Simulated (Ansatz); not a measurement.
Band structure of SrSbPt (P-6m2, 3 atoms in the cell).

```
CELL_PARAMETERS angstrom
      4.50717     0.00000     0.00000
     -2.25359     3.90332     0.00000
      0.00000     0.00000     4.63998
ATOMIC_POSITIONS crystal
  Sr 0.00000 0.00000 0.00000
  Sb 0.66667 0.33333 0.50000
  Pt 0.33333 0.66667 0.50000
```

Level of theory: LDA (PW92), PAW files made with PBE (plane waves; Ansatz, a quantum-chemistry and plane-wave program).

Settings: basis.ecutwfc = 420 eV; kpoints.mp_grid.grid = 6 6 5; hamiltonian.xc = lda; hamiltonian.pseudopotentials = {kind: paw} (the program's default PAW files); scf.occupations.method = gaussian; scf.occupations.width = 0.1 eV; kpoints.band_path.npoints = 8.

The starting cell comes from a database of computed structures (which also holds hypothetical and non-ambient phases and stackings), without a prior relaxation at this level. Spin-orbit coupling is off. Spin polarisation is off.

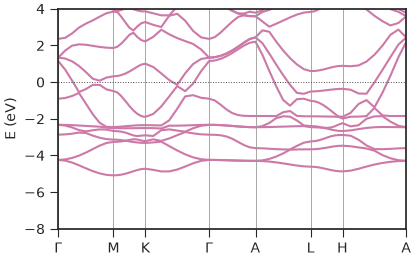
*Bands along the path, energies from the Fermi level.*

Levels in eV from the Fermi level, bands 18 to 25:
```csv
point,18,19,20,21,22,23,24,25
Γ,-2.33,-2.33,-0.91,1.15,1.33,1.33,2.35,4.65
M,-2.67,-2.51,-2.45,-0.49,0.32,1.86,3.84,3.95
K,-2.90,-2.51,-2.35,-1.90,1.00,2.22,3.28,3.86
A,-2.46,-2.46,-1.85,2.21,2.44,2.44,3.59,3.59
L,-2.46,-2.40,-1.87,-1.02,-0.51,0.60,3.83,5.05
H,-2.67,-2.24,-1.99,-1.89,-0.37,0.89,4.49,5.11
```

Bands cross the Fermi level along this path, so the cell is metallic at this level.

Keys are those of Ansatz 0.2.
